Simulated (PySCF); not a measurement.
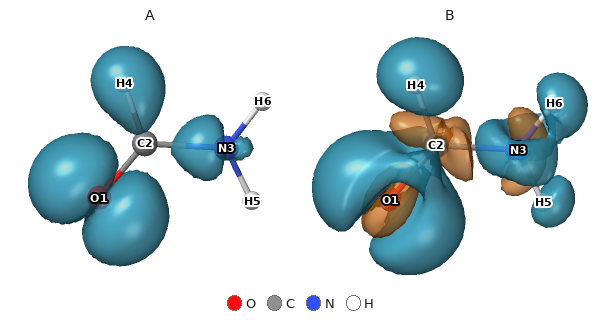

CH3NO, SMILES `O=CN`. The Fukui function f⁻ from two separate SCF calculations and the density of the HOMO, at ±0.03 e/Å³ (light blue positive, orange negative).

Level of theory: CAM-B3LYP/6-311+G** (PySCF), at a geometry from GFN2-xTB. No frequency check shows the geometry to be a minimum.

**Which panel is which, and how good is the frozen-orbital picture?**

B is f⁻ (it has negative regions), A the HOMO density. The HOMO lies on O1 (70 %), C2 (13 %) and H4 (9 %); f⁻ (Hirshfeld-condensed) is largest on O1 (0.45); the vertical ionisation energy is 10.41 eV. Relaxation shifts 25 % of the electron between atoms. The orbital energy is −9.19 eV.
